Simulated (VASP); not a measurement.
Band structure of CuI (space group P6_3mc). All values below come from modified Becke-Johnson potential (mBJ) with spin-orbit coupling, VASP's PBE PAW potentials (set 64) (plane waves; VASP).

mBJ is a potential without an energy functional, so only the levels count.

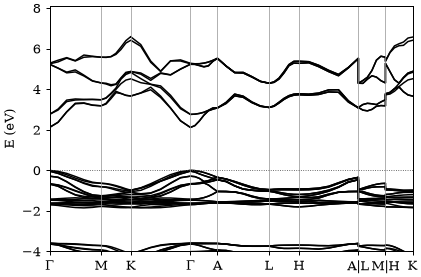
Bands along high-symmetry lines, zero at the valence-band maximum or, without a gap, the Fermi level

**Question.** Read the plot: is there a gap, and where are the band edges?

**Answer.** The gap is direct, 2.12 eV, from the valence maximum at Γ to the conduction minimum at Γ.

The structure comes from a computed database's CuI entry (P6_3mc); how it stands against other phases isn't given here. It was relaxed first. The k-mesh is coarse (spacing up to 0.42 per Å, 2π included), so the numbers may not be converged in it. The cell's shape comes from a PBE relaxation.
